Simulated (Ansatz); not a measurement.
# ClGa···HCl: what the fields show

Input file:

```
crystal:
  periodic: [false, false, false]
  atoms:
    - { symbol: Ga, position_ang: [-0.997412, 0.0, 0.504256] }
    - { symbol: H, position_ang: [1.601028, 0.0, 1.473087] }
    - { symbol: Cl, position_ang: [2.440872, 0.0, 0.437117] }
    - { symbol: Cl, position_ang: [-1.666988, 0.0, -1.619261] }
basis:
  gaussian: { orbitals: def2-SVP }
hamiltonian:
  xc: b3lyp
  dispersion: d4
relax:
  f_tol: 0.03
  max_steps: 50
output:
  orbitals: {}
```

Command:

```sh
ansatz run input.yaml --threads 1 --pin off --max-ram 2048MiB --backend cpu --events-out ev --progress --plain --runs-dir out
```

The fields are those of the run's last geometry, not of the input's.

Theory: RKS B3LYP-D4/def2-SVP (Ansatz 0.2.0).

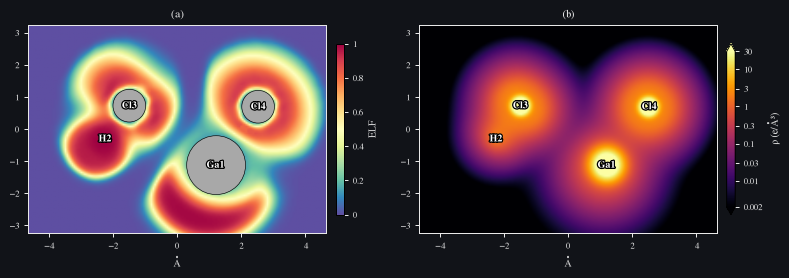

Figure 1. (a) ELF; (b) electron density on the molecular plane. Grey discs cover the atomic cores in the ELF map.

**Read the bonding off the picture.**

The plane passes through Ga, H and Cl nuclei. Ga1···Cl3 (3.28 Å): the density falls to about 0.08 e/Å³ on the way; the ELF dips to about 0.10 between them. Ga–Cl (2.24 Å): the density is about 0.57 e/Å³ at the midpoint; the ELF peaks at about 0.80 in the valence shell of Cl, 0.9 Å from its nucleus, and is about 0.50 at the midpoint. Cl–H (1.29 Å): ρ at the midpoint is about 1.9 e/Å³; the ELF climbs to about 1 towards the hydrogen, as it does in any bond to H. The ELF also peaks beside Cl4 and Cl3, away from the bonds: lone-pair regions.

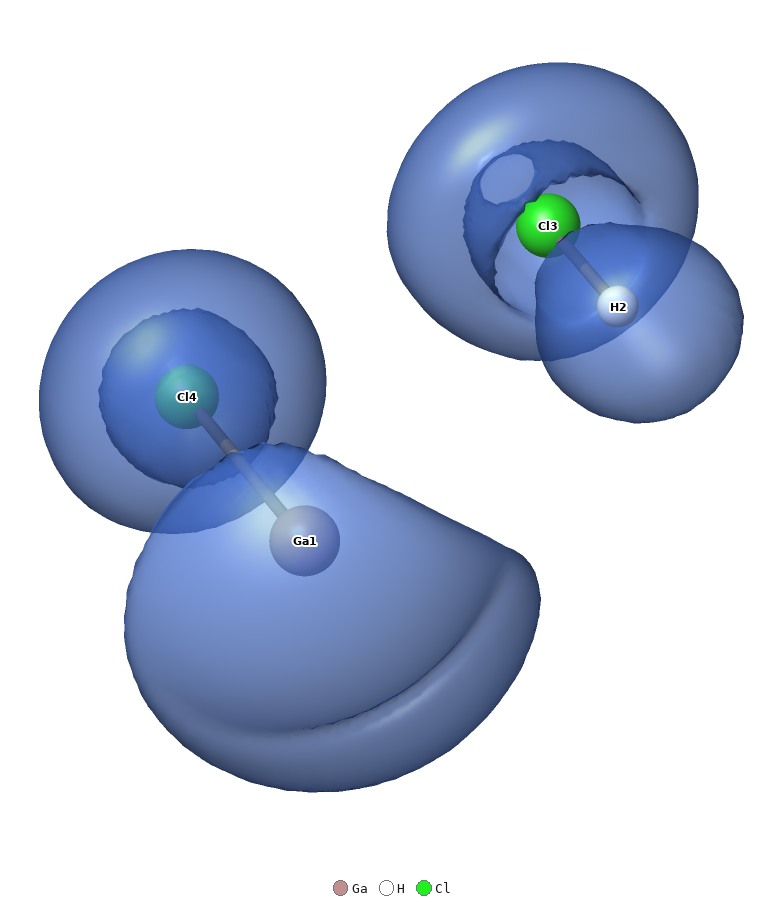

Figure 2. Isosurface of the ELF at 0.8 (blue), seen at an oblique angle. Core shells and regions of very low density are left out.

**Describe the localisation domains.**

The surface consists of one region around a hydrogen nucleus, one ring or bowl of non-bonding electrons around Cl, one lobe on Ga, pointing away from the bonds (lone pairs) and one region wrapped around Cl (its valence shell).

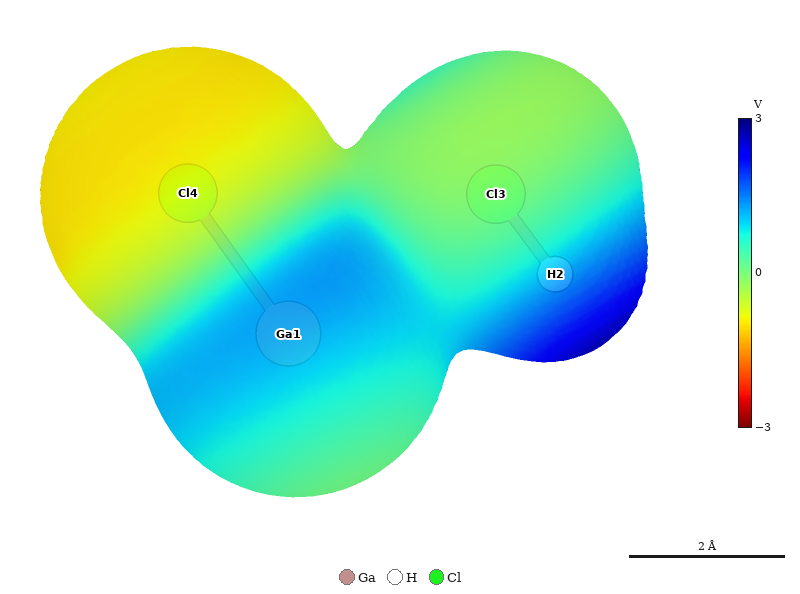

Figure 3. The molecular electrostatic potential painted on the density surface at 0.002 e/bohr³, seen across its widest extent; red is negative and blue positive.

**Describe the electrostatic potential map.**

The most negative region (about −1.0 V, or −23 kcal/mol for a unit charge) lies over Cl4, the most positive (about +2.6 V, or +60 kcal/mol for a unit charge) over H2.
